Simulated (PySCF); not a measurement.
# GaH$_{3}$ (gallium hydride (gah3)): what the fields show

Input

```
{"job": {"kind": "sp", "xc": "wB97X", "basis": "ma-def2-TZVP", "d3": "d3bj", "grid": 2}, "charge": 0, "multiplicity": 1}
Ga     0.005146     0.002208    -0.011381
H      0.003278     1.573226    -0.031180
H      1.366718    -0.781068     0.020998
H     -1.354644    -0.784804    -0.024135
```

Command:

```sh
OMP_NUM_THREADS=1 python redox_run.py task.json out
```

Geometry: PBE0-D3(BJ)/ma-def2-SVP.

Theory: PySCF 2.14.0, density-fitted response routines, DFT single point, gas phase, functional wB97X.

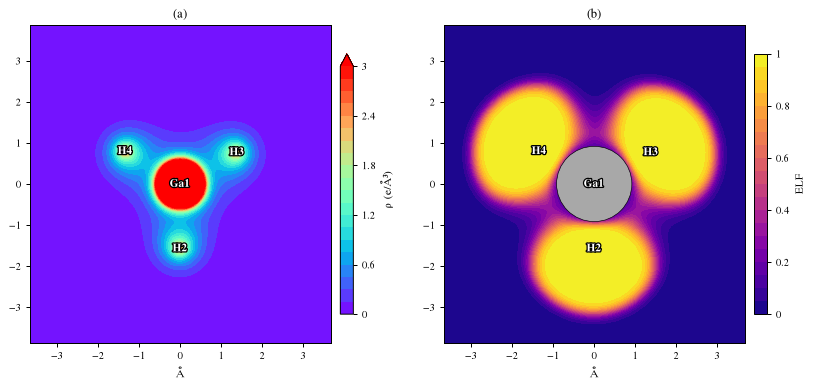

Figure 1. (a) electron density; (b) ELF on the molecular plane. Grey discs cover the atomic cores in the ELF map.

Q: Read the bonding off the picture.

A: The section cuts through Ga and H sites.
Ga–H (1.57 Å): ρ is about 0.98 e/Å³ halfway; the ELF climbs to about 1 towards the hydrogen.

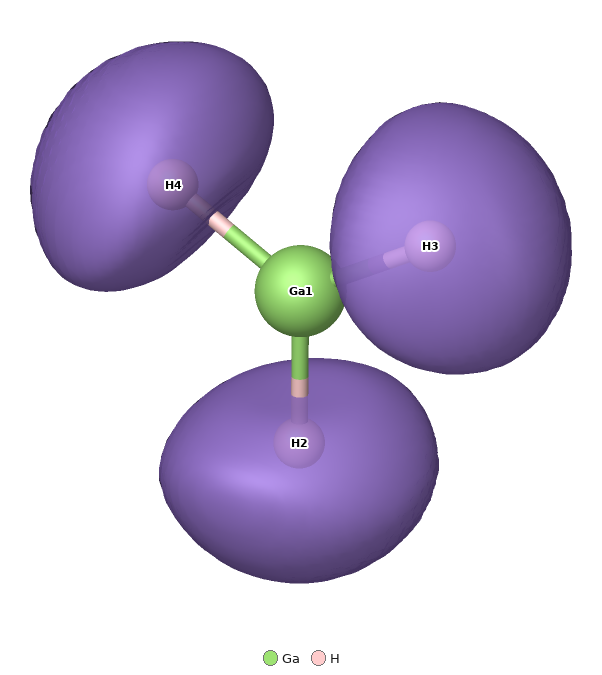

Figure 2. Isosurface of the electron localisation function at 0.85 (purple), seen at a tilt. Only the valence region is drawn (cores and ρ < 0.01 e/Å³ removed).

Q: What do the ELF domains correspond to?

A: The surface consists of three regions around hydrogen nuclei.

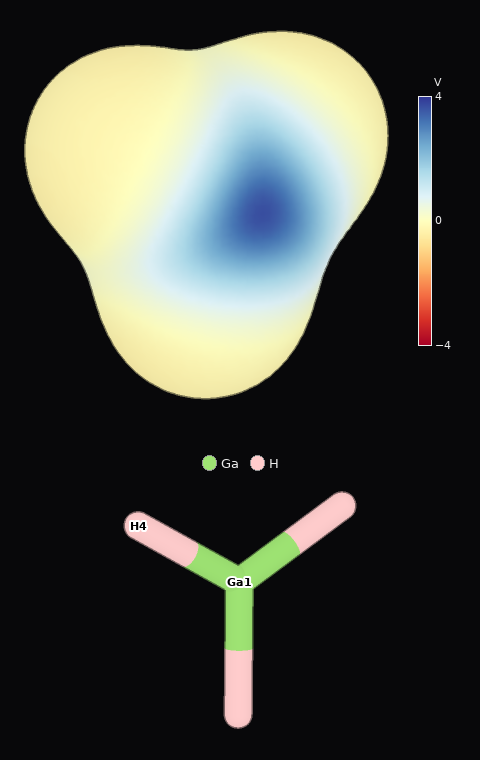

Figure 3. The electrostatic potential painted on the density surface at 0.002 e/bohr³, seen at a tilt; the colour scale runs from red (negative) to blue (positive). The bare structure is drawn below in the same view.

Q: Describe the electrostatic potential map.

A: The most negative region (about −0.3 V) lies over H2, H3 and H4, the most positive (about +3.6 V) over Ga1.
